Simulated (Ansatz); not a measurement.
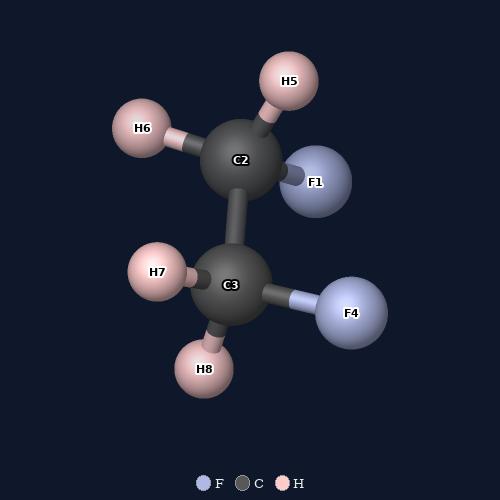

The system is C₂H₄F₂ (SMILES FCCF) with the probe Cl-; the picture shows it without the atoms that are moved over the map. The probe is moved over the molecule's main plane. The first coordinate is: x of the probe's Cl atom; the second: y of the probe's Cl atom. Nothing is relaxed (molecule and probe rigid). The scan uses a 9 × 9 grid; 35 points were computed and 28 follow by symmetry. At 18 points there is no value (left out of the scan, as a rule where atoms come close). All energies are given in eV relative to molecule and probe far apart, each relaxed in its own basis (no counterpoise correction). Energies and slopes of some neighbouring points disagree (a jump in structure or state, or too coarse a mesh). These are results of RKS CAM-B3LYP-D4/def2-SVPD (Ansatz), not measurements.

Range: x of the probe's Cl atom from −3.92 to 3.92 Å; y of the probe's Cl atom from −3.92 to 3.92 Å.

Q: What will the energy surface look like?

A: The lowest grid point is at x of the probe's Cl atom = 0.00 Å, y of the probe's Cl atom = 3.92 Å [nearest 2 H at 2.74 Å], −0.7 eV from molecule and probe far apart, each relaxed in its own basis (no counterpoise correction). It lies on the edge of the grid, but the force there points inwards, so the minimum lies inside the range. The highest grid point, x of the probe's Cl atom = 0.00 Å, y of the probe's Cl atom = −0.98 Å [nearest 2 F at 1.52 Å], lies 27.9 eV above the lowest.

```
y of the probe's Cl atom ↓, x of the probe's Cl atom →  −3.92  −2.94  −1.96  −0.98  0.00  0.98  1.96  2.94  3.92
                                                  3.92   −0.3   −0.4   −0.6   −0.7  −0.7  −0.7  −0.6  −0.4  −0.3
                                                  2.94   −0.3   −0.5    0.2    1.4   1.0   1.4   0.2  −0.5  −0.3
                                                  1.96   −0.3    0.3      –      –  18.8     –     –   0.3  −0.3
                                                  0.98   −0.1    2.5      –      –     –     –     –   2.5  −0.1
                                                  0.00    0.4    8.6      –      –     –     –     –   8.6   0.4
                                                 −0.98    0.5    8.4      –      –  27.2     –     –   8.4   0.5
                                                 −1.96    0.3    1.9    9.4   10.4   4.8  10.4   9.4   1.9   0.3
                                                 −2.94    0.2    0.4    0.7    0.8   0.6   0.8   0.7   0.4   0.2
                                                 −3.92    0.2    0.2    0.3    0.3   0.3   0.3   0.3   0.2   0.2
```

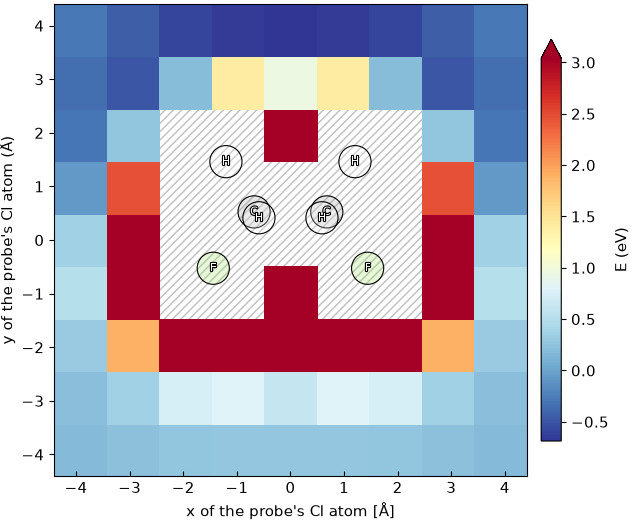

Drawn: one coloured cell a grid point, labelled circles for the molecule's atoms, projected on the plane, one colour for all values above the top of the scale, hatched blanks where no value was computed.

The whole map (35 points run) took 5.9 min on 1 thread of Arm Neoverse V1, on a shared host.
